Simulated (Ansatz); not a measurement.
## Effect of Pb → Pd on Pb

Start from Pb in the fcc (Cu type) structure (space group Fm-3m, No. 225; a = 4.991 Å).

Perturbation: Pd takes the place of Pb on all its sites; the structure is relaxed again.

Level of theory: r2SCAN (Ansatz, a quantum-chemistry and plane-wave program, PAW, scalar-relativistic without spin-orbit coupling). Settings: 20×20×20 k-points, 0.05 eV Fermi–Dirac smearing, for the changed cell.

```tsv
quantity	base	changed	shift
volume per atom	31.08 Å³	14.93 Å³	-16.15 Å³
density	11.07 g/cm³	11.84 g/cm³	+0.77 g/cm³
lattice parameter a	4.991 Å	3.908 Å	-1.083 Å
space group	Fm-3m (No. 225)	Fm-3m (No. 225)	–
shortest interatomic distance	3.529 Å	2.764 Å	-0.765 Å
band gap	zero	zero	–
```

Final structure:

```xyz
1
Lattice="0.0000 1.9542 1.9542 1.9542 0.0000 1.9542 1.9542 1.9542 0.0000" Properties=species:S:1:pos:R:3 pbc="T T T"
Pd     0.0000     0.0000     0.0000
```

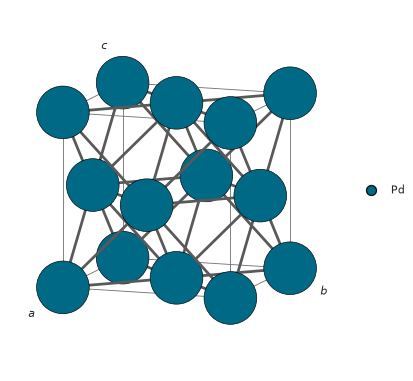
*The relaxed conventional cell after the change*

Cost of the whole job for the changed cell (relaxation, final SCF and bands): about 70 core-seconds (a rough figure).

Whether these cells are dynamically stable was not tested. The final runs are not spin-polarised. Pd has a high density of states at the Fermi level and may be magnetic at this level.
